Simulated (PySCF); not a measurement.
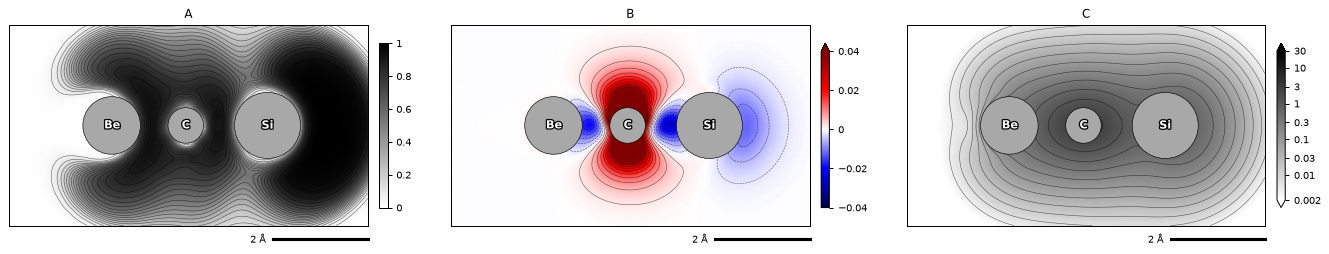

CBeSi (SMILES [Be][C]#[Si+]) (charge +1, doublet): 3 fields on a plane that holds the molecular axis, with unlabelled colour scales. Grey discs cover the atomic cores.

Geometry: PBE0-D4/def2-TZVP.

Method: Gaussian-basis quantum chemistry of an isolated molecule with PySCF, energy and nuclear gradient, functional PBE0 in PySCF.

Which field does each panel show? The fields are: electron density, electron localisation function and spin density.

Answer. Panel A: electron localisation function. Panel B: spin density (confined to the atoms that carry the unpaired spin). Panel C: electron density. From the grid: C–Be (1.57 Å): the density is about 1.1 e/Å³ at the midpoint; the ELF peaks at about 0.95 between the atoms, as expected for a polar covalent bond. C–Si (1.73 Å): ρ at the midpoint is about 1.1 e/Å³; the ELF peaks at about 0.90 between the atoms: localised, covalent bonding.
